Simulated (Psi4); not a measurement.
# One shape, several levels: triplet NO+

Aim: a comparison of 6 runs (UHF/3-21G, UB3LYP/6-31G*, UDSD-PBEP86/aug-cc-pVTZ, UHSE06/aug-cc-pVTZ, UTPSSh/aug-cc-pVTZ) of triplet NO+. 

The results are computed with Psi4 1.11.

2 further runs of the same task are left out: 2 set aside as unsound or not needed.

## 1. The system as given

NO+: 2 atoms, total charge +1, spin state triplet. SMILES of the parent species: `N#[O+]`. The bond length is the one measured for the parent species. That shape belongs to the parent species and isn't relaxed for this state.

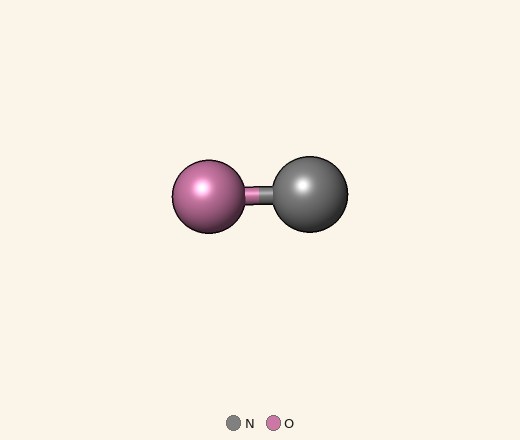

Viewed from a chosen angle; nitrogen grey, oxygen pink.

## 2. Energy and gradient at UHF/3-21G (run 1)

input.json

```json
{
  "schema_name": "qcschema_input",
  "schema_version": 1,
  "molecule": {
    "schema_name": "qcschema_molecule",
    "schema_version": 2,
    "symbols": ["N", "O"],
    "geometry": [0.0, 0.0, 0.0, 0.0, 0.0, 2.00919461],
    "molecular_charge": 1,
    "molecular_multiplicity": 3,
    "fix_symmetry": "c1",
    "fix_com": true,
    "fix_orientation": true
  },
  "driver": "gradient",
  "model": {
    "method": "hf",
    "basis": "3-21G"
  },
  "keywords": {
    "reference": "uhf",
    "puream": true,
    "e_convergence": 1e-09,
    "d_convergence": 1e-08,
    "scf_type": "pk",
    "maxiter": 100
  }
}
```

The run is started by

```sh
$ psi4 --qcschema input.json -n 1 --memory 1600MB
```

stdout:

```text
[...]
  Running in c1 symmetry.
[...]
  Nuclear repulsion =   27.871864537801041
[...]
  Multiplicity = 3
[...]
  Nalpha       = 8
  Nbeta        = 6
[...]
    Number of basis functions: 18
[...]
   @UHF iter   1:  -127.80238500854787    3.42165e-01   2.50356e-02 ADIIS/DIIS
[...]
   @UHF iter  17:  -127.91219018703988   -1.54898e-12   5.97483e-09 DIIS
[...]
   @S^2 Observed:                2.253871032E+00
[...]
    Orbital Energies [Eh]
    ---------------------
    Alpha Occupied:
       1A    -21.073812     2A    -16.213285     3A     -2.180851
       4A     -1.464034     5A     -1.298038     6A     -1.204908
       7A     -1.166031     8A     -0.865455
    Alpha Virtual:
       9A     -0.283335    10A      0.248899    11A      0.772390
      12A      0.795276    13A      0.817368    14A      1.325154
      15A      1.360560    16A      1.393021    17A      1.419322
      18A      2.824839
    Beta Occupied:
[...]
  @UHF Final Energy:  -127.91219018703988
   => Energetics <=
    Nuclear Repulsion Energy =             27.8718645378010415
    One-Electron Energy =                -223.3540270159348893
    Two-Electron Energy =                  67.5699722910939755
    Total Energy =                       -127.9121901870398830
  UHF NO Occupations:
  HONO-2 :    6  A 1.8667554
  HONO-1 :    7  A 1.0000000
[...]
 Multipole Moments:
 ------------------------------------------------------------------------------------
     Multipole            Electronic (a.u.)      Nuclear  (a.u.)        Total (a.u.)
 ------------------------------------------------------------------------------------
 L = 1.  Multiply by 2.5417464519 to convert [e a0] to [Debye]
 Dipole X            :          0.0000000            0.0000000            0.0000000
 Dipole Y            :          0.0000000            0.0000000            0.0000000
 Dipole Z            :        -15.9573190           16.0735569            0.1162379
 Magnitude           :                                                    0.1162379
[...]
  -Total Gradient:
     Atom            X                  Y                   Z
    ------   -----------------  -----------------  -----------------
       1        0.000000000000    -0.000000000000     0.304545247127
       2       -0.000000000000     0.000000000000    -0.304545247127
[...]
```

The result, in JSON:

```text
{
 "driver": "gradient",
 "model": {
  "method": "hf",
  "basis": "3-21G"
 },
 "success": true,
 "return_result": [1.2536050635494753e-16, -1.0569114071303139e-16, 0.3045452471267621, -1.2536050635499999e-16, 1.0569114071303415e-16, -0.3045452471267849],
 "properties": {
  "calcinfo_nbasis": 18,
  "calcinfo_nmo": 18,
  "calcinfo_nalpha": 8,
  "calcinfo_nbeta": 6,
  "calcinfo_natom": 2,
  "nuclear_repulsion_energy": 27.87186453780104,
  "return_energy": -127.91219018703988,
  "return_gradient": [1.2536050635494753e-16, -1.0569114071303139e-16, 0.3045452471267621, -1.2536050635499999e-16, 1.0569114071303415e-16, -0.3045452471267849],
  "scf_one_electron_energy": -223.3540270159349,
  "scf_two_electron_energy": 67.56997229109398,
  "scf_dipole_moment": [2.3135197212915947e-15, 5.064015939598386e-16, 0.1162378929918404],
  "scf_total_energy": -127.91219018703988,
  "scf_total_gradient": [1.2536050635494753e-16, -1.0569114071303139e-16, 0.3045452471267621, -1.2536050635499999e-16, 1.0569114071303415e-16, -0.3045452471267849],
  "scf_iterations": 17
 }
}
```

Run time: 1.5 s. Hardware: 1 thread of Intel Xeon Platinum 8375C at 2.90GHz (Ice Lake), shared host; peak memory 0.18 GiB.

## 3. The energy at UB3LYP/6-31G(d) (spherical functions) (run 2)

job.dat

```
memory 1600 mb

molecule {
  1 3
  N
  O 1 1.06322
  units angstrom
  symmetry c1
}

set basis 6-31G*
set reference uks
set puream true
set e_convergence 1e-09
set d_convergence 1e-08
set scf_type pk
set dft_radial_points 99
set dft_spherical_points 590
set maxiter 100

result, w = energy("b3lyp", return_wfn=True)
oeprop(w, "LOWDIN_CHARGES", "MULLIKEN_CHARGES", "DIPOLE", title="B3LYP")
```

The run is started by

```sh
$ psi4 -i job.dat -o job.out -n 1
```

job.out, shortened:

```text
[...]
  Running in c1 symmetry.
[...]
  Nuclear repulsion =   27.871864522413055
[...]
  Multiplicity = 3
[...]
  Nalpha       = 8
  Nbeta        = 6
[...]
    Number of basis functions: 28
[...]
   @UKS iter   1:  -129.22267383592208    4.88869e-01   8.26806e-03 DIIS/ADIIS
[...]
   @UKS iter  12:  -129.24752388650850   -1.70530e-13   7.71334e-09 DIIS
[...]
   @S^2 Observed:                2.008816451E+00
[...]
  @UKS Final Energy:  -129.24752388650850
   => Energetics <=
    Nuclear Repulsion Energy =             27.8718645224130555
    One-Electron Energy =                -224.8895659031586263
    Two-Electron Energy =                  79.9271115823974583
    DFT Exchange-Correlation Energy =     -12.1569340881603942
    Empirical Dispersion Energy =           0.0000000000000000
    VV10 Nonlocal Energy =                  0.0000000000000000
    Total Energy =                       -129.2475238865085032
[...]
 Multipole Moments:
 ------------------------------------------------------------------------------------
     Multipole            Electronic (a.u.)      Nuclear  (a.u.)        Total (a.u.)
 ------------------------------------------------------------------------------------
 L = 1.  Multiply by 2.5417464519 to convert [e a0] to [Debye]
 Dipole X            :         -0.0000000            0.0000000           -0.0000000
 Dipole Y            :         -0.0000000            0.0000000           -0.0000000
 Dipole Z            :         -0.5796517            0.0040314           -0.5756203
 Magnitude           :                                                    0.5756203
[...]
  Mulliken Charges: (a.u.)
   Center  Symbol    Alpha    Beta     Spin     Total
       1     N     3.88432  2.37921  1.50511  0.73647
       2     O     4.11568  3.62079  0.49489  0.26353
   Total alpha =  8.00000, Total beta =  6.00000, Total charge =  1.00000
  Lowdin Charges: (a.u.)
   Center  Symbol    Alpha    Beta     Spin     Total
       1     N     3.92378  2.47381  1.44997  0.60241
       2     O     4.07622  3.52619  0.55003  0.39759
  Total alpha =  8.00000, Total beta =  6.00000, Total charge =  1.00000
[...]
```

It took 4.5 s on 1 thread of Intel Xeon Platinum 8375C at 2.90GHz (Ice Lake), shared host; peak memory 0.29 GiB.

Runs 3 to 4 aren't shown in full; the table further down has their settings and results.

## 4. Energy and forces at UHSE06/aug-cc-pVTZ (run 5)

job.py

```python
import psi4

psi4.set_memory(1600000000)
psi4.set_num_threads(1)
psi4.set_output_file('run.log', False)

geom = psi4.geometry("""
1 3
N      0.000000     0.000000     0.000000
O      0.000000     0.000000     1.063220
units angstrom
symmetry c1
""")

options = {'basis': 'aug-cc-pVTZ', 'reference': 'uks', 'puream': True, 'e_convergence': 1e-09, 'd_convergence': 1e-08, 'scf_type': 'pk', 'dft_radial_points': 99, 'dft_spherical_points': 590, 'maxiter': 100}
psi4.set_options(options)

e = psi4.gradient('hse06', molecule=geom)
print('gradient / Eh bohr^-1')
print(e.np.round(6))
for k, v in sorted(psi4.core.scalar_variables().items()):
    print(f'{k:45s} {v:18.10f}')
```

The run is started by

```sh
$ python job.py
```

run.log:

```text
[...]
  Running in c1 symmetry.
[...]
  Nuclear repulsion =   27.871864522413048
[...]
  Multiplicity = 3
[...]
  Nalpha       = 8
  Nbeta        = 6
[...]
    Number of basis functions: 92
[...]
   @UKS iter   1:  -129.15949822760146    4.48453e-01   2.65566e-03 ADIIS/DIIS
[...]
   @UKS iter  12:  -129.18711362875541   -7.10543e-12   7.93813e-09 DIIS
[...]
   @S^2 Observed:                2.015007736E+00
[...]
    Orbital Energies [Eh]
    ---------------------
    Alpha Occupied:
       1A    -19.787703     2A    -15.023245     3A     -1.774714
       4A     -1.145585     5A     -1.007413     6A     -0.993224
       7A     -0.971994     8A     -0.626646
    Alpha Virtual:
       9A     -0.514302    10A     -0.189859    11A     -0.141112
      12A     -0.133066    13A     -0.131533    14A     -0.066126
      15A     -0.038998    16A     -0.034571    17A      0.033465
      18A      0.035921    19A      0.037159    20A      0.103667
      21A      0.184222    22A      0.187667    23A      0.232038
      24A      0.233420    25A      0.234762    26A      0.262932
[...]
  @UKS Final Energy:  -129.18711362875541
   => Energetics <=
    Nuclear Repulsion Energy =             27.8718645224130483
    One-Electron Energy =                -225.1236070782294405
    Two-Electron Energy =                  79.6104418596168415
    DFT Exchange-Correlation Energy =     -11.5458129325558492
    Empirical Dispersion Energy =           0.0000000000000000
    VV10 Nonlocal Energy =                  0.0000000000000000
    Total Energy =                       -129.1871136287554123
[...]
 Multipole Moments:
 ------------------------------------------------------------------------------------
     Multipole            Electronic (a.u.)      Nuclear  (a.u.)        Total (a.u.)
 ------------------------------------------------------------------------------------
 L = 1.  Multiply by 2.5417464519 to convert [e a0] to [Debye]
 Dipole X            :         -0.0000000            0.0000000           -0.0000000
 Dipole Y            :         -0.0000000            0.0000000           -0.0000000
 Dipole Z            :         -0.6173715            0.0040314           -0.6133402
 Magnitude           :                                                    0.6133402
[...]
  -Total Gradient:
     Atom            X                  Y                   Z
    ------   -----------------  -----------------  -----------------
       1       -0.000000000095    -0.000000000035     0.234476489471
       2        0.000000000011     0.000000000012    -0.234478652367
[...]
```

On the terminal:

```text
gradient / Eh bohr^-1
[[-0.       -0.        0.234476]
 [ 0.        0.       -0.234479]]
CURRENT ENERGY                                   -129.1871136288
CURRENT REFERENCE ENERGY                         -129.1871136288
DD SOLVATION ENERGY                                 0.0000000000
DFT FUNCTIONAL TOTAL ENERGY                      -129.1871136288
DFT TOTAL ENERGY                                 -129.1871136288
DFT VV10 ENERGY                                     0.0000000000
DFT XC ENERGY                                     -11.5458129326
GRID ELECTRONS ALPHA                                8.0000000094
GRID ELECTRONS BETA                                 6.0000000090
GRID ELECTRONS TOTAL                               14.0000000185
NUCLEAR REPULSION ENERGY                           27.8718645224
ONE-ELECTRON ENERGY                              -225.1236070782
PCM POLARIZATION ENERGY                             0.0000000000
PE ENERGY                                           0.0000000000
SCF ITERATION ENERGY                             -129.1871136288
SCF ITERATIONS                                     12.0000000000
SCF TOTAL ENERGY                                 -129.1871136288
TWO-ELECTRON ENERGY                                79.6104418596
XC GRID RADIAL POINTS                              99.0000000000
XC GRID SPHERICAL POINTS                          590.0000000000
XC GRID TOTAL POINTS                           115259.0000000000
```

Wall time 27 s (1 thread of Intel Xeon Platinum 8375C at 2.90GHz (Ice Lake), shared host); peak memory 0.72 GiB.

## 5. A single-point energy at UTPSSh/aug-cc-pVTZ (run 6)

input.json

```json
{
 "schema_name": "qcschema_input",
 "schema_version": 1,
 "molecule": {
  "schema_name": "qcschema_molecule",
  "schema_version": 2,
  "symbols": ["N", "O"],
  "geometry": [0.0, 0.0, 0.0, 0.0, 0.0, 2.00919461],
  "molecular_charge": 1,
  "molecular_multiplicity": 3,
  "fix_symmetry": "c1",
  "fix_com": true,
  "fix_orientation": true
 },
 "driver": "energy",
 "model": {
  "method": "tpssh",
  "basis": "aug-cc-pVTZ"
 },
 "keywords": {
  "reference": "uks",
  "puream": true,
  "e_convergence": 1e-09,
  "d_convergence": 1e-08,
  "scf_type": "pk",
  "dft_radial_points": 99,
  "dft_spherical_points": 590,
  "maxiter": 100
 }
}
```

The run is started by

```sh
$ psi4 --qcschema input.json -n 1 --memory 1600MB
```

stdout:

```text
[...]
  Running in c1 symmetry.
[...]
  Nuclear repulsion =   27.871864537801041
[...]
  Multiplicity = 3
[...]
  Nalpha       = 8
  Nbeta        = 6
[...]
    Number of basis functions: 92
[...]
   @UKS iter   1:  -129.29551869018294    4.53067e-01   2.51765e-03 ADIIS/DIIS
[...]
   @UKS iter  12:  -129.31786534383514   -2.30216e-12   3.72907e-09 DIIS
[...]
   @S^2 Observed:                2.012900034E+00
[...]
    Orbital Energies [Eh]
    ---------------------
    Alpha Occupied:
       1A    -19.648515     2A    -14.898196     3A     -1.728672
       4A     -1.116529     5A     -0.976266     6A     -0.965375
       7A     -0.951696     8A     -0.603964
    Alpha Virtual:
       9A     -0.526857    10A     -0.187354    11A     -0.139292
      12A     -0.130744    13A     -0.129598    14A     -0.064557
      15A     -0.037558    16A     -0.034060    17A      0.031985
      18A      0.039833    19A      0.040627    20A      0.099265
      21A      0.187807    22A      0.190018    23A      0.230759
      24A      0.234278    25A      0.235561    26A      0.266394
[...]
  @UKS Final Energy:  -129.31786534383514
   => Energetics <=
    Nuclear Repulsion Energy =             27.8718645378010415
    One-Electron Energy =                -225.1602295538879446
    Two-Electron Energy =                  81.6095164140569409
    DFT Exchange-Correlation Energy =     -13.6390167418051522
    Empirical Dispersion Energy =           0.0000000000000000
    VV10 Nonlocal Energy =                  0.0000000000000000
    Total Energy =                       -129.3178653438351375
[...]
 Multipole Moments:
 ------------------------------------------------------------------------------------
     Multipole            Electronic (a.u.)      Nuclear  (a.u.)        Total (a.u.)
 ------------------------------------------------------------------------------------
 L = 1.  Multiply by 2.5417464519 to convert [e a0] to [Debye]
 Dipole X            :          0.0000000            0.0000000            0.0000000
 Dipole Y            :         -0.0000000            0.0000000           -0.0000000
 Dipole Z            :        -15.5732849           16.0735569            0.5002720
 Magnitude           :                                                    0.5002720
[...]
```

The result, in JSON:

```text
{
 "driver": "energy",
 "model": {
  "method": "tpssh",
  "basis": "aug-cc-pVTZ"
 },
 "success": true,
 "return_result": -129.31786534383514,
 "properties": {
  "calcinfo_nbasis": 92,
  "calcinfo_nmo": 92,
  "calcinfo_nalpha": 8,
  "calcinfo_nbeta": 6,
  "calcinfo_natom": 2,
  "nuclear_repulsion_energy": 27.87186453780104,
  "return_energy": -129.31786534383514,
  "scf_one_electron_energy": -225.16022955388794,
  "scf_two_electron_energy": 81.60951641405694,
  "scf_xc_energy": -13.639016741805152,
  "scf_dipole_moment": [4.9273478511193055e-15, -1.1037556943848175e-15, 0.5002719504833255],
  "scf_total_energy": -129.31786534383514,
  "scf_iterations": 12
 }
}
```

It took 28 s on 1 thread of Intel Xeon Platinum 8375C at 2.90GHz (Ice Lake), shared host; peak memory 0.73 GiB.

## 6. All runs side by side

| run | level | task | integration grid | energy (Eh) | HOMO energy (eV) | ⟨S²⟩ | wall time |
| --- | --- | --- | --- | --- | --- | --- | --- |
| 1 | UHF/3-21G | gradient | – | -127.912190 | -23.55 | 2.254 | 1.5 s |
| 2 | UB3LYP/6-31G* (spherical functions) | energy | 99 radial × 590 angular | -129.247524 | -17.19 | 2.009 | 4.5 s |
| 3 | UB3LYP/6-31G* (Cartesian functions) | gradient | 99 radial × 590 angular | -129.249672 | -17.19 | 2.009 | 5.1 s |
| 4 | UDSD-PBEP86/aug-cc-pVTZ (density fitting for correlation) | energy | 99 radial × 590 angular | -129.116798 | -21.07 | 2.085 | 9.6 s |
| 5 | UHSE06/aug-cc-pVTZ | gradient | 99 radial × 590 angular | -129.187114 | -17.05 | 2.015 | 27 s |
| 6 | UTPSSh/aug-cc-pVTZ | energy | 99 radial × 590 angular | -129.317865 | -16.43 | 2.013 | 28 s |

## 7. What came out

```
                                 quantity          value
                      run 6: total energy  -129.31787 Eh
run 6: HOMO energy (highest over α and β)      -16.43 eV
                              run 6: ⟨S²⟩          2.013
```

In words: Totals of different functionals can't be ranked against each other. Spin contamination of the reference: run 1 ⟨S²⟩ = 2.25. All runs together took 76 s, the longest 28 s.
